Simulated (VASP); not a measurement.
```
Ag
1.0
    0.00000     2.04311     2.04311
    2.04311     0.00000     2.04311
    2.04311     2.04311     0.00000
Ag
1
Direct
  0.00000   0.00000   0.00000
```

Level of theory: TPSS meta-GGA, VASP's PBE PAW potentials (set 64) (plane waves; VASP). Run with 520 eV cut-off, 17×17×17 Γ-centred mesh, tetrahedra with Blöchl corrections, potentials Ag.

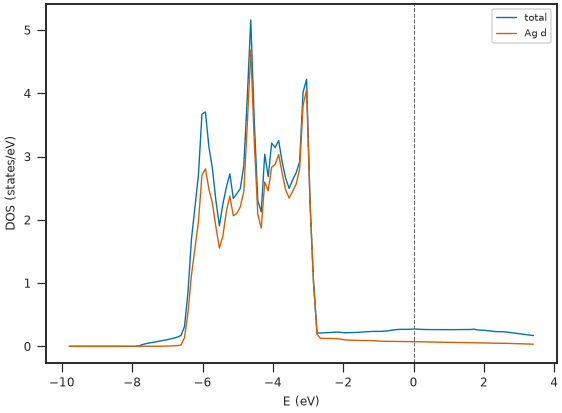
Figure: Total and projected density of states, zero at the Fermi level

Within 2 eV below the Fermi level the largest weight inside VASP's projection spheres is Ag d, then Ag p.

It has no gap at this level: it comes out as a metal or semimetal.

The compound is Ag in the fcc structure. It was relaxed first.
